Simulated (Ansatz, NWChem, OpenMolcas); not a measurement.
# Strength of the C–N bond: CH5N → CH3 + NH2

Species: CH5N (methylamine) `CN`, singlet; CH3 (methyl radical) `[CH3]`, doublet; NH2 `[NH2]`, doublet. 

Shapes, held fixed at every level: PBE0-D4/def2-TZVP. Programs: Ansatz 0.2.0, NWChem 7.3.0, OpenMolcas 26.06. A level may come from different programs for different species; with the same settings they agree closely. Electronic energies: no zero-point or thermal term.

```
                             level           kind  ΔE (kJ/mol)
                         HF/STO-3G   Hartree–Fock       +306.7
                          HF/3-21G   Hartree–Fock       +243.0
                       HF/def2-SVP   Hartree–Fock       +249.7
                     PBE0/def2-SVP  global hybrid       +392.1
B3LYP/6-31G* (Cartesian functions)  global hybrid       +373.3
```

B3LYP/6-31G* (Cartesian functions) gives ΔE = +373.3 kJ/mol; the levels span +243.0 to +392.1. The median of the levels is +306.7. Hartree–Fock misses the correlation of the pair that is broken and comes out low. No measured value is set beside it here. Open shells run unrestricted. Rows in sets without polarisation functions are far from converged.

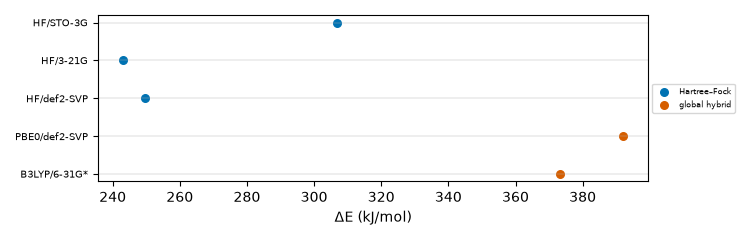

The values of the table, level by level.
